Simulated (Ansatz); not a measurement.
## Decaying states in the gap of TlGeClF2

A new crystal, TlGeClF2: structure, gap and complex bands. It is built by putting Cl for part of the F in the TlGeF3 structure of space group P1, with the volume rescaled by atomic radii. The parent structure comes from the Materials Project.

Main program and level: Ansatz 0.2.0; PBEsol DFT, plane waves, PAW files, in the first sound run; inputs show where later runs differ.

The structure was built from a prototype and need not be the compound's stable phase.

## 1. The structure

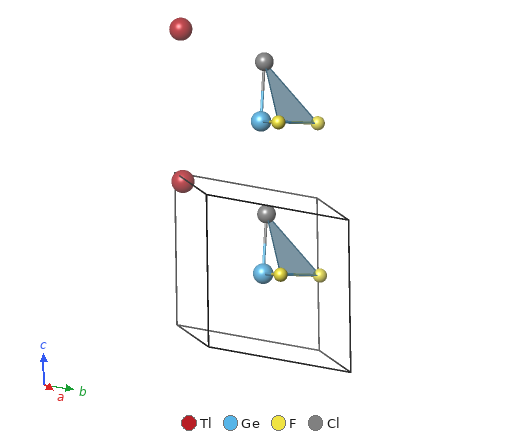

The cell as given, slightly off an axis (thallium red, germanium blue, fluorine yellow, chlorine grey). 1×1×2 cells are drawn. Bonds to atoms that aren't drawn are left out.

As a file:

```cif
data_structure
_symmetry_space_group_name_H-M 'P1'
_symmetry_Int_Tables_number 1
_cell_length_a 4.9706
_cell_length_b 4.9826
_cell_length_c 5.1174
_cell_angle_alpha 101.856
_cell_angle_beta 93.831
_cell_angle_gamma 90.371
_cell_volume 123.73
loop_
_atom_site_label
_atom_site_type_symbol
_atom_site_symmetry_multiplicity
_atom_site_Wyckoff_symbol
_atom_site_fract_x
_atom_site_fract_y
_atom_site_fract_z
_atom_site_occupancy
Tl1 Tl 1 a 0.10463 0.03340 0.96218 1
Ge1 Ge 1 a 0.51816 0.49889 0.49457 1
F1 F 1 a 0.91956 0.53306 0.55151 1
Cl1 Cl 1 a 0.47793 0.53709 0.88656 1
F2 F 1 a 0.47972 0.90756 0.54518 1
```

## 2. Cell and atoms at rest

The substituted atoms don't fit the parent's cell, so cell and atoms relax together. A small smearing keeps the run stable in case the gap closes on the way.

File input.yaml:

```yaml
crystal:
  lattice:
    - [4.9705942334, 0.0, 0.0]
    - [-0.0322315459, 4.9825027097, 0.0]
    - [-0.3419098462, -1.0535805679, 4.9960538798]
  atoms:
    - { symbol: Tl, position: [0.104629, 0.0334, 0.962179] }
    - { symbol: Ge, position: [0.518156, 0.498888, 0.494567] }
    - { symbol: F, position: [0.919565, 0.533056, 0.551512] }
    - { symbol: Cl, position: [0.477935, 0.537093, 0.886558] }
    - { symbol: F, position: [0.479715, 0.90756, 0.545182] }
kpoints:
  mp_grid: { grid: [4, 4, 4] }
scf:
  occupations: { method: gaussian, width: 0.03 }
hamiltonian:
  xc: pbesol
output:
  forces: true
  stress: true
relax:
  f_tol: 0.02
  max_steps: 60
  cell: {}
```

On the command line:

```sh
> ansatz run input.yaml --threads 2 --pin off --max-ram 4096MiB --backend cpu --events-out ev --progress --plain --runs-dir out
```

Numbers of over 12 decimals in the logs are rounded to 6 here.

What it wrote:

```text
Engine: ansatz 0.2.0, aarch64-unknown-linux-gnu
Pseudopotentials: kind: paw
Pseudopotential: Tl, paw, valence charge 13, recommended cutoff 420 eV (normal), Tl.paw.azcp
Pseudopotential: Ge, paw, valence charge 14, recommended cutoff 420 eV (normal), Ge.paw.azcp
Pseudopotential: F, paw, valence charge 7, recommended cutoff 420 eV (normal), F.paw.azcp
Pseudopotential: Cl, paw, valence charge 7, recommended cutoff 420 eV (normal), Cl.paw.azcp
Functional definition: PBEsol
  exchange = pbesol_x
  correlation = pbesol_c
Crystal: 5 atoms, lattice volume = 123.732 Å³
Basis set: ecut = 420 eV, 2443 PW (Γ), exchange–correlation on 72×72×72 points (8 copies of the dense FFT grid, shifted against one another)
Bands: 29, of which v1, the nominal top of the filled ones, is band 24 counted from 1 (23 counted from 0)
Symmetry: 1 space group operations
Space group: P1 (ITA 1), of the structure as read, at distance tolerance 5.0e-5 Å
k-points: 36 of 64 (time reversal used)
Non-local potential: Tl, projectors of the file, l = 0: 2, l = 1: 2, l = 2: 2, l = 3: 1
Non-local potential: Ge, projectors of the file, l = 0: 2, l = 1: 2, l = 2: 3, l = 3: 1
Non-local potential: F, projectors of the file, l = 0: 2, l = 1: 2, l = 2: 1
Non-local potential: Cl, projectors of the file, l = 0: 2, l = 1: 2, l = 2: 2
PAW form: soft (Blöchl's): semilocal exchange-correlation on the pseudo side does not see the compensation charge
PAW frozen core: Tl, regenerated for the run's functional, and the local potential with it (the file was generated under x = pbe(κ = 0.804, μ = 0.219515), c = pbe(β = 0.066725))
PAW frozen core: Ge, regenerated for the run's functional, and the local potential with it (the file was generated under x = pbe(κ = 0.804, μ = 0.219515), c = pbe(β = 0.066725))
PAW frozen core: F, regenerated for the run's functional, and the local potential with it (the file was generated under x = pbe(κ = 0.804, μ = 0.219515), c = pbe(β = 0.066725))
PAW frozen core: Cl, regenerated for the run's functional, and the local potential with it (the file was generated under x = pbe(κ = 0.804, μ = 0.219515), c = pbe(β = 0.066725))
PAW one-centre angular grid: Tl, 590 points (default); XC on 64 Gauss nodes
PAW one-centre angular grid: Ge, 590 points (default); XC on 64 Gauss nodes
PAW one-centre angular grid: F, 110 points (default); XC on 64 Gauss nodes
PAW one-centre angular grid: Cl, 110 points (default); XC on 64 Gauss nodes
Initial density: superposition of atomic densities (neutral atoms: chi_scale 0, normalization atom), corrected by the library's trained network
Initial wavefunctions: pseudopotential atomic-orbital guess
Functional: x = pbesol(κ = 0.804, μ = 0.123457), c = pbesol(β = 0.046)
SCF iter   1: F=—  HF=-18212.135030 eV  |F-HF|=—  |Δ(HF+E_count)|=         —  Δρ=8.14e-3  dr2=6.20e-2  ethr=1.77e-3  ⟨swp⟩=7.1  Hψ=4762  notcnv=0
preconditioner: auto → Resta (q_TF=auto, 2.330 Å⁻¹)  ε∞=3.2  [insulator: Δε(μ)=2.714 eV  Ē_g=15.589 eV  σ=0.030 eV  W_gap=1.00  n_scr=24 (ndim 8)  ℏωp=23.1 eV  f_vac=0.177  D(μ)=0.00/eV (n_scr^D=0)  ε∞_Penn≈3.2]
SCF iter   2: F=—  HF=-18212.120356 eV  |F-HF|=—  |Δ(HF+E_count)|=   1.47e-2  Δρ=2.89e-3  dr2=7.95e-3  ethr=1.29e-4  ⟨swp⟩=2.0  Hψ=2160  notcnv=0  defer=36
SCF iter   3: F=—  HF=-18212.118857 eV  |F-HF|=—  |Δ(HF+E_count)|=   1.50e-3  Δρ=9.05e-4  dr2=1.09e-3  ethr=1.66e-5  ⟨swp⟩=2.1  Hψ=1838  notcnv=0  defer=36
SCF iter   4: F=—  HF=-18212.118884 eV  |F-HF|=—  |Δ(HF+E_count)|=   2.74e-5  Δρ=3.01e-4  dr2=1.19e-4  ethr=2.27e-6  ⟨swp⟩=2.2  Hψ=1457  notcnv=0  defer=36
SCF iter   5: F=—  HF=-18212.118936 eV  |F-HF|=—  |Δ(HF+E_count)|=   5.20e-5  Δρ=7.71e-5  dr2=8.17e-6  ethr=2.49e-7  ⟨swp⟩=2.0  Hψ=1800  notcnv=0  defer=36
SCF iter   6: F=—  HF=-18212.118926 eV  |F-HF|=—  |Δ(HF+E_count)|=   1.06e-5  Δρ=4.33e-5  dr2=1.83e-6  ethr=1.70e-8  ⟨swp⟩=2.0  Hψ=1873  notcnv=0  defer=36
SCF iter   7: F=—  HF=-18212.118927 eV  |F-HF|=—  |Δ(HF+E_count)|=   6.36e-7  Δρ=1.63e-5  dr2=2.71e-7  ethr=3.80e-9  ⟨swp⟩=2.0  Hψ=1872  notcnv=0  defer=36
SCF iter   8: F=-18212.118927 eV  HF=-18212.118927 eV  |F-HF|=1.79e-8  |Δ(HF+E_count)|=   2.10e-7  Δρ=7.04e-6  dr2=5.28e-8  ethr=2.08e-10  ⟨swp⟩=4.9  Hψ=3689  notcnv=0
SCF 1 converged in 8 iterations: F = -18212.118927 eV  dr2 = 5.28e-8
  greatest PAW one-centre occupation: 0.999 electrons in one spin orbital (limit 2), on the Ge atom at site 1 (counted from 0), in its partial waves of l = 2
relax step   1: F+E_penalty+E_count = -18212.11892678 eV  Δ(F+E_penalty+E_count) = +0.000e0 eV  max|allowed force component| = 4.747e0 eV/Å  Δτ_max = 0.0000 Å  P = +1.834 GPa  Ω = 123.732 Å³  (8 SCF iters, dr2 threshold 1.00e-7 eV, accepted)
Crystal: 5 atoms, lattice volume = 119.312 Å³
Basis set: ecut = 420 eV, 2335 PW (Γ), exchange–correlation on 72×72×72 points (8 copies of the dense FFT grid, shifted against one another)
Initial density: handed on by an earlier stage of this run
Initial wavefunctions: those handed on with the density
iter 1 solved again at ethr=5.62e-4 eV; its pass at ethr=3.10e-3 eV (dr2=2.70e-1 eV) is discarded
SCF iter   1: F=—  HF=-18213.026390 eV  |F-HF|=—  |Δ(HF+E_count)|=         —  Δρ=1.38e-2  dr2=2.74e-1  ethr=5.62e-4  ⟨swp⟩=1.0  Hψ=6260  notcnv=0
preconditioner: auto → Resta (q_TF=auto, 2.344 Å⁻¹)  ε∞=3.2  [insulator: Δε(μ)=2.802 eV  Ē_g=15.707 eV  σ=0.030 eV  W_gap=1.00  n_scr=24 (ndim 8)  ℏωp=23.6 eV  f_vac=0.150  D(μ)=0.00/eV (n_scr^D=0)  ε∞_Penn≈3.2]
SCF iter   2: F=—  HF=-18212.948460 eV  |F-HF|=—  |Δ(HF+E_count)|=   7.79e-2  Δρ=6.26e-3  dr2=4.59e-2  ethr=5.62e-4  ⟨swp⟩=2.0  Hψ=1738  notcnv=0
SCF iter   3: F=—  HF=-18212.936515 eV  |F-HF|=—  |Δ(HF+E_count)|=   1.19e-2  Δρ=3.12e-3  dr2=1.19e-2  ethr=9.56e-5  ⟨swp⟩=2.1  Hψ=2025  notcnv=0  defer=33
SCF iter   4: F=—  HF=-18212.933627 eV  |F-HF|=—  |Δ(HF+E_count)|=   2.89e-3  Δρ=1.01e-3  dr2=1.58e-3  ethr=2.48e-5  ⟨swp⟩=2.0  Hψ=1583  notcnv=0  defer=36
SCF iter   5: F=—  HF=-18212.933327 eV  |F-HF|=—  |Δ(HF+E_count)|=   3.00e-4  Δρ=2.27e-4  dr2=1.13e-4  ethr=3.30e-6  ⟨swp⟩=2.0  Hψ=1399  notcnv=0  defer=36
SCF iter   6: F=—  HF=-18212.933399 eV  |F-HF|=—  |Δ(HF+E_count)|=   7.17e-5  Δρ=1.56e-4  dr2=2.22e-5  ethr=2.36e-7  ⟨swp⟩=2.0  Hψ=1878  notcnv=0  defer=36
SCF iter   7: F=—  HF=-18212.933394 eV  |F-HF|=—  |Δ(HF+E_count)|=   5.14e-6  Δρ=4.98e-5  dr2=2.89e-6  ethr=4.62e-8  ⟨swp⟩=2.0  Hψ=1875  notcnv=0  defer=36
SCF iter   8: F=—  HF=-18212.933397 eV  |F-HF|=—  |Δ(HF+E_count)|=   3.48e-6  Δρ=4.17e-5  dr2=1.47e-6  ethr=1.04e-9  ⟨swp⟩=5.0  Hψ=4049  notcnv=0
[...]
relax step   9: F+E_penalty+E_count = -18213.23397031 eV  Δ(F+E_penalty+E_count) = -1.074e-3 eV  max|allowed force component| = 1.467e-2 eV/Å  Δτ_max = 0.0405 Å  P = -0.013 GPa  Ω = 112.506 Å³  energy of the carried Pulay correction = +1.681e-2 eV  (8 SCF iters, dr2 threshold 1.55e-8 eV, accepted)
relax step  10: F+E_penalty+E_count = -18213.23444422 eV  Δ(F+E_penalty+E_count) = -4.739e-4 eV  max|allowed force component| = 1.877e-2 eV/Å  Δτ_max = 0.0362 Å  P = -0.021 GPa  Ω = 112.403 Å³  energy of the carried Pulay correction = +1.698e-2 eV  (11 SCF iters, accepted)
relax step  11: F+E_penalty+E_count = -18213.23459396 eV  Δ(F+E_penalty+E_count) = -1.497e-4 eV  max|allowed force component| = 1.191e-2 eV/Å  Δτ_max = 0.0153 Å  P = +0.012 GPa  Ω = 112.359 Å³  energy of the carried Pulay correction = +1.704e-2 eV  (7 SCF iters, dr2 threshold 1.06e-8 eV, accepted)
relax step  12: F+E_penalty+E_count = -18213.24142751 eV  Δ(F+E_penalty+E_count) = -6.834e-3 eV  max|allowed force component| = 1.084e-2 eV/Å  Δτ_max = 0.0000 Å  P = +0.058 GPa  Ω = 112.359 Å³  stress off target by 4.55e-1 GPa  SCF on the basis re-selected at this cell (its energy is not comparable with the rows above)  (9 SCF iters)
relax step  13: F+E_penalty+E_count = -18213.24410124 eV  Δ(F+E_penalty+E_count) = -2.674e-3 eV  max|allowed force component| = 2.126e-2 eV/Å  Δτ_max = 0.0401 Å  P = +0.036 GPa  Ω = 112.567 Å³  energy of the carried Pulay correction = -4.726e-4 eV  (6 SCF iters, dr2 threshold 5.00e-7 eV, accepted)
relax step  14: F+E_penalty+E_count = -18213.24117637 eV  Δ(F+E_penalty+E_count) = +2.925e-3 eV  max|allowed force component| = 1.015e-1 eV/Å  Δτ_max = 0.0485 Å  P = -0.193 GPa  Ω = 113.393 Å³  energy of the carried Pulay correction = -1.886e-3 eV  (7 SCF iters, dr2 threshold 9.50e-8 eV, rejected (line search))
relax step  15: F+E_penalty+E_count = -18213.24512301 eV  Δ(F+E_penalty+E_count) = -1.022e-3 eV  max|allowed force component| = 7.465e-3 eV/Å  Δτ_max = 0.0270 Å  P = +0.010 GPa  Ω = 112.700 Å³  energy of the carried Pulay correction = -7.281e-4 eV  (11 SCF iters, accepted)
relax step  16: F+E_penalty+E_count = -18213.24479835 eV  Δ(F+E_penalty+E_count) = +3.247e-4 eV  max|allowed force component| = 7.637e-3 eV/Å  Δτ_max = 0.0080 Å  P = -0.031 GPa  Ω = 112.992 Å³  energy of the carried Pulay correction = -1.176e-3 eV  (7 SCF iters, dr2 threshold 1.17e-8 eV, accepted)
relax step  17: F+E_penalty+E_count = -18213.24699129 eV  Δ(F+E_penalty+E_count) = -2.193e-3 eV  max|allowed force component| = 7.197e-3 eV/Å  Δτ_max = 0.0000 Å  P = +0.001 GPa  Ω = 112.992 Å³  stress off target by 9.41e-2 GPa  SCF on the basis re-selected at this cell (its energy is not comparable with the rows above)  (8 SCF iters)
relax step  18: F+E_penalty+E_count = -18213.24736435 eV  Δ(F+E_penalty+E_count) = -3.731e-4 eV  max|allowed force component| = 2.431e-2 eV/Å  Δτ_max = 0.0199 Å  P = +0.031 GPa  Ω = 112.937 Å³  energy of the carried Pulay correction = +2.385e-5 eV  (7 SCF iters, dr2 threshold 2.22e-8 eV, accepted)
relax step  19: F+E_penalty+E_count = -18213.24723556 eV  Δ(F+E_penalty+E_count) = +1.288e-4 eV  max|allowed force component| = 2.677e-2 eV/Å  Δτ_max = 0.0076 Å  P = -0.018 GPa  Ω = 113.001 Å³  energy of the carried Pulay correction = -9.362e-5 eV  (6 SCF iters, dr2 threshold 3.69e-8 eV, rejected (line search))
relax step  20: F+E_penalty+E_count = -18213.24736163 eV  Δ(F+E_penalty+E_count) = +2.726e-6 eV  max|allowed force component| = 1.594e-3 eV/Å  Δτ_max = 0.0046 Å  P = +0.005 GPa  Ω = 113.007 Å³  energy of the carried Pulay correction = -8.647e-5 eV  (9 SCF iters, accepted)
iter 1 solved again at ethr=5.37e-7 eV; its pass at ethr=3.10e-3 eV (dr2=2.58e-4 eV) is discarded
SCF iter   1: F=—  HF=-18213.246217 eV  |F-HF|=—  |Δ(HF+E_count)|=         —  Δρ=1.96e-4  dr2=1.27e-6  ethr=5.37e-7  ⟨swp⟩=3.0  Hψ=7175  notcnv=0
preconditioner: auto → Resta (q_TF=auto, 2.365 Å⁻¹)  ε∞=3.3  [insulator: Δε(μ)=3.328 eV  Ē_g=15.995 eV  σ=0.030 eV  W_gap=1.00  n_scr=24 (ndim 8)  ℏωp=24.2 eV  f_vac=0.133  D(μ)=0.00/eV (n_scr^D=0)  ε∞_Penn≈3.3]
SCF iter   2: F=—  HF=-18213.247190 eV  |F-HF|=—  |Δ(HF+E_count)|=   9.74e-4  Δρ=9.89e-5  dr2=3.16e-7  ethr=2.65e-9  ⟨swp⟩=2.0  Hψ=1684  notcnv=0
SCF iter   3: F=—  HF=-18213.247524 eV  |F-HF|=—  |Δ(HF+E_count)|=   3.33e-4  Δρ=1.68e-5  dr2=8.70e-8  ethr=6.58e-10  ⟨swp⟩=2.2  Hψ=1734  notcnv=0
SCF iter   4: F=—  HF=-18213.247529 eV  |F-HF|=—  |Δ(HF+E_count)|=   5.20e-6  Δρ=2.62e-6  dr2=2.60e-9  ethr=1.81e-10  ⟨swp⟩=2.0  Hψ=1725  notcnv=0
SCF iter   5: F=—  HF=-18213.247529 eV  |F-HF|=—  |Δ(HF+E_count)|=   1.82e-7  Δρ=6.13e-7  dr2=7.23e-10  ethr=5.41e-12  ⟨swp⟩=2.1  Hψ=1479  notcnv=0
SCF iter   6: F=—  HF=-18213.247529 eV  |F-HF|=—  |Δ(HF+E_count)|=   5.74e-9  Δρ=2.55e-7  dr2=1.53e-10  ethr=1.51e-12  ⟨swp⟩=2.1  Hψ=1520  notcnv=0
SCF iter   7: F=-18213.247529 eV  HF=-18213.247529 eV  |F-HF|=2.91e-11  |Δ(HF+E_count)|=  2.55e-10  Δρ=1.23e-7  dr2=2.39e-11  ethr=1.00e-12  ⟨swp⟩=4.3  Hψ=3539  notcnv=0
SCF 21 converged in 7 iterations: F = -18213.247529 eV  dr2 = 2.39e-11
relax step  21: F+E_penalty+E_count = -18213.24752919 eV  Δ(F+E_penalty+E_count) = -1.676e-4 eV  max|allowed force component| = 1.597e-3 eV/Å  Δτ_max = 0.0000 Å  P = +0.007 GPa  Ω = 113.007 Å³  stress off target by 3.75e-2 GPa  SCF on the basis re-selected at this cell (its energy is not comparable with the rows above)  (7 SCF iters)
basis re-selected at this cell: Δ(F+E_penalty+E_count) = -1.676e-4 eV, ΔP = +0.002 GPa vs the last step (what re-selecting the basis moved, of the pressure what is left beyond the Pulay correction that the steps carried, after the strain that the cell walked since its last selection, with what the two solves' SCF thresholds leave and, on support functions, any second-order correction that the steps lacked; it is no m [...]
SCF converged after 7 iterations
Free energy (F): -18213.247529 eV
Harris-Foulkes:  -18213.247529 eV  (|F-HF|=2.91e-11)
Internal energy: -18213.247529 eV  (E = F + TS)
E sigma→0 (E₀):  -18213.247529 eV
Fermi energy:    5.081644 eV
--- Per-component energies (eV) ---
  E_band       = -355.074132
  E_kinetic    = 1011.856241
  E_local      = -5665.884903  (includes V_loc(G=0)·N_el)
  E_nonlocal   = 913.264737
  E_hartree    = 2308.650938
  E_xc         = -565.667091
  E_vxc        = -528.692867  (∫ρ·V_xc dr)
  E_paw        = -13018.379720  (= ΣΔE_a)
  E_vpaw       = -702.923832  (= ΣTr[D̂ρ^β])
  E_aug_tail   = 0.004355  (compensation charges beyond the density's cutoff)
  E_ewald      = -3198.211606
  E_core_change = 1.119519  (= ΣΔE_core)
  E_smearing   = -0.000000  (= −TS)
  E_closure    = -0.000000  (closes the sum)
  Σ components = -18213.247529   (vs F -18213.247529, Δ=0.00e0)
--- Forces (eV/Å), atoms counted from 1 ---
  atom   1  Tl     0.00058354     0.00004903    -0.00050085
  atom   2  Ge     0.00077206     0.00147821     0.00073154
  atom   3  F     -0.00046487    -0.00002591     0.00060606
  atom   4  Cl    -0.00041339    -0.00107162    -0.00159628
  atom   5  F     -0.00047831    -0.00043055     0.00076092
  max |Σ_I F_I| component: 1.39e-6 eV/Å
--- Stress (GPa, compression-positive) ---
        0.006646       0.008759      -0.023798
        0.008759      -0.000535      -0.004276
       -0.023798      -0.004276       0.015736
  P = ⅓ Tr σ = 0.0073 GPa (0.073 kbar)
--- Relaxed structure (18 steps of the walk, 16 accepted, 3 SCFs on fresh bases) ---
  F+E_penalty+E_count = -18213.24752919 eV   max|allowed force component| = 1.597e-3 eV/Å   (the final SCF, on the basis selected at the relaxed cell)
  cell:  # Å, volume = 113.0072 Å³
    - [4.633146, 0.049054, -0.347058]
    - [0.019128, 4.663422, -0.299648]
    - [-0.677931, -1.292270, 5.363477]
  atoms:
    - { symbol: Tl, position: [0.060654, 0.075619, 0.896222] }
    - { symbol: Ge, position: [0.497709, 0.480519, 0.490295] }
    - { symbol: F, position: [0.905722, 0.486237, 0.540307] }
    - { symbol: Cl, position: [0.549628, 0.573588, 0.955584] }
    - { symbol: F, position: [0.486288, 0.894034, 0.557591] }
```

Elapsed: 1.7 min, on 2 threads of Arm Neoverse V2, shared host; peak memory 0.43 GiB; 3.3 min of CPU time.

The steps of the relaxation:

| step | energy less that of the first step (eV) | largest force component (eV/Å) | pressure (GPa) | volume (Å³) |
| --- | --- | --- | --- | --- |
| 1 | 0.0000 | 4.7466 | 1.83 | 123.73 |
| 2 | -0.8145 | 1.0680 | -0.69 | 119.31 |
| 3 | -1.0628 | 0.4728 | 0.93 | 115.95 |
| 4 | -1.0909 | 0.2551 | 0.08 | 116.12 |
| 5 | -1.1031 | 0.1569 | 0.11 | 113.92 |
| 6 | -1.1085 | 0.0818 | 0.05 | 113.01 |
| 7 | -1.1125 | 0.0295 | 0.07 | 112.29 |
| 8 | -1.1140 | 0.0152 | -0.02 | 112.68 |
| 9 | -1.1150 | 0.0147 | -0.01 | 112.51 |
| 10 | -1.1155 | 0.0188 | -0.02 | 112.40 |
| 11 | -1.1157 | 0.0119 | 0.01 | 112.36 |
| 12* | -1.1225 | 0.0108 | 0.06 | 112.36 |
| 13 | -1.1252 | 0.0213 | 0.04 | 112.57 |
| 14 | -1.1222 | 0.1015 | -0.19 | 113.39 |
| 15 | -1.1262 | 0.0075 | 0.01 | 112.70 |
| 16 | -1.1259 | 0.0076 | -0.03 | 112.99 |
| 17* | -1.1281 | 0.0072 | 0.00 | 112.99 |
| 18 | -1.1284 | 0.0243 | 0.03 | 112.94 |
| 19 | -1.1283 | 0.0268 | -0.02 | 113.00 |
| 20 | -1.1284 | 0.0016 | 0.00 | 113.01 |
| 21* | -1.1286 | 0.0016 | 0.01 | 113.01 |

Relaxation steps marked * repeat the geometry before them on a plane-wave basis chosen anew for their cell, so energy and pressure can jump there. Relaxation steps 14, 19 were tried and not accepted.

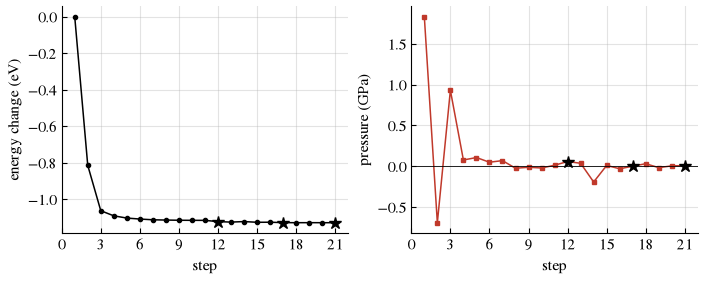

Energy and pressure along the relaxation. Stars mark steps on a basis chosen anew.

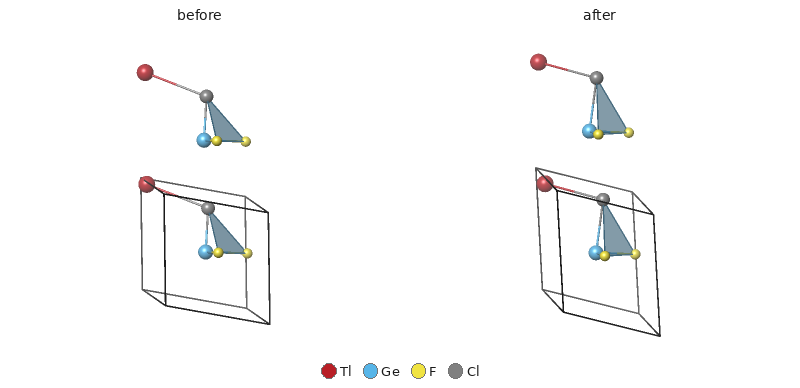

The structure before and after the relaxation, drawn at the same scale.

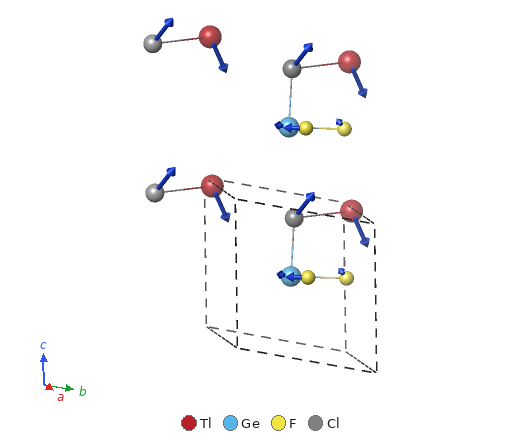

Displacements in the relaxation, exaggerated, measured against the changing cell; the longest in the cell stands for 0.48 Å. 1×1×2 cells are drawn. Some periodic images of atoms are drawn too.

| cell as run | before | after | change |
| --- | --- | --- | --- |
| a (Å) | 4.971 | 4.646 | -6.5 % |
| b (Å) | 4.983 | 4.673 | -6.2 % |
| c (Å) | 5.117 | 5.558 | +8.6 % |
| α (°) | 101.86 | 107.12 | +5.2 % |
| β (°) | 93.83 | 101.31 | +8.0 % |
| γ (°) | 90.37 | 88.89 | -1.6 % |
| volume (Å³/atom) | 24.75 | 22.60 | -8.7 % |

The atoms that moved most (Å, as changes of fractional coordinates times the final cell):

| atom | dx | dy | dz | length |
| --- | --- | --- | --- | --- |
| Tl1 | -0.158 | 0.280 | -0.351 | 0.476 |
| Cl4 | 0.286 | 0.085 | 0.334 | 0.448 |
| F3 | -0.057 | -0.205 | -0.041 | 0.216 |
| Ge2 | -0.092 | -0.081 | -0.010 | 0.123 |
| F5 | 0.022 | -0.079 | 0.068 | 0.107 |

Final coordinates:

```cif
data_structure
_symmetry_space_group_name_H-M 'P 1'
_symmetry_Int_Tables_number 1
_cell_length_a 4.6464
_cell_length_b 4.6731
_cell_length_c 5.5585
_cell_angle_alpha 107.120
_cell_angle_beta 101.312
_cell_angle_gamma 88.888
_cell_volume 113.01
loop_
_atom_site_label
_atom_site_type_symbol
_atom_site_fract_x
_atom_site_fract_y
_atom_site_fract_z
_atom_site_occupancy
Tl1 Tl 0.06065 0.07562 0.89622 1
Ge2 Ge 0.49771 0.48052 0.49029 1
F3 F 0.90572 0.48624 0.54031 1
Cl4 Cl 0.54963 0.57359 0.95558 1
F5 F 0.48629 0.89403 0.55759 1
```

This step gave:

- free energy: -18213.2475 eV
- Fermi energy: 5.082 eV
- pressure: 0.007283 GPa

The largest force component on a free atom ends at 0.0016 eV/Å.

(Continued in part 2 of 3.)

[Logs are printed without paths, hosts, clocks, repeated set-up lines and the standing remarks that a program may print on its own settings, such as how far it seeks lower states.]

[Hosts, paths, dates, database ids (printed as entryN), source tags and the programs' standing remarks are cut or masked in the printed files.]

[New means built here by substitution; the compound itself may be known and measured.]
